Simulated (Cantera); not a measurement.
Charge: 1 mol AlCl3, 140 mol NH3, 650 mol N2, equilibrated at 0.133 bar.

Method: chemical equilibrium by Gibbs-energy minimisation in Cantera with the NASA 1993 tables (ideal gas, pure condensed phases). Candidate condensed phases: Al, AlCl3, AlN, NH4Cl; 20 gas species. The tables' values for AlCl2 are old estimates; treat these amounts as uncertain. Rates play no part.

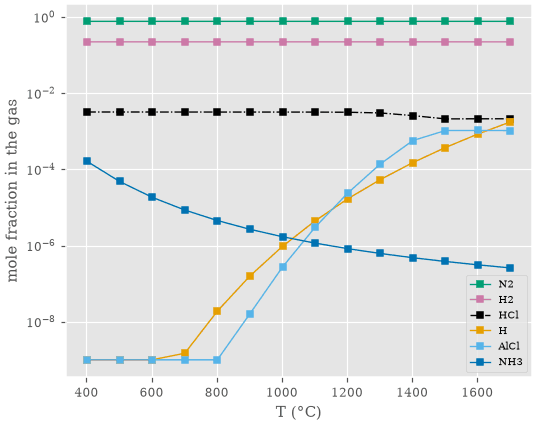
Equilibrium gas composition (values under 1e-9 drawn at 1e-9)

From 402 °C to 1402 °C the condensed part is AlN(s). From 1502 °C to 1702 °C nothing is condensed. The main Al-bearing gas is AlCl3 at 402 °C and AlCl at 1702 °C.
